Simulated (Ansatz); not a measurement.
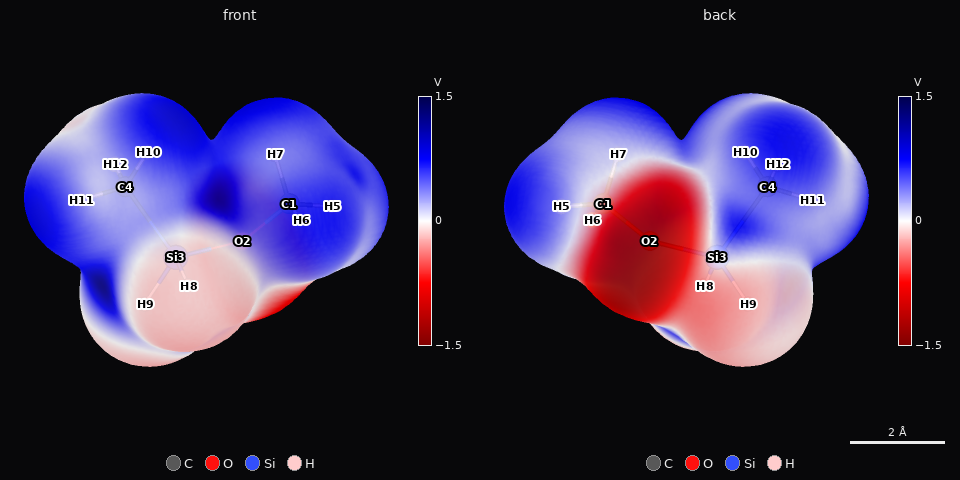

C$_{2}$H$_{8}$OSi. The electrostatic potential painted on the density surface at 0.002 e/bohr³, seen from the front and from behind; the colour scale runs from red (negative) to blue (positive).

Geometry: PBE0-D4/def2-TZVP.

The calculation used RKS PBE0-D4/def2-TZVPP (Ansatz).

```xyz
12

C     0.0909    1.5995   -1.0107
O     0.7153    0.3403   -1.0463
Si    0.8131   -0.6473    0.2669
C    -0.8542   -1.2770    0.8134
H     0.3065    2.1180   -1.9468
H     0.4644    2.2144   -0.1822
H    -0.9972    1.5081   -0.9115
H     1.4431    0.0964    1.3985
H     1.6917   -1.7679   -0.1488
H    -1.5088   -0.4600    1.1272
H    -0.7373   -1.9538    1.6647
H    -1.3505   -1.8257    0.0095
```

**Describe the electrostatic potential map.**

The most negative region (about −1.3 V) lies over O2, the most positive (about +1.1 V) over Si3. O2 is the likeliest acceptor of a hydrogen bond.
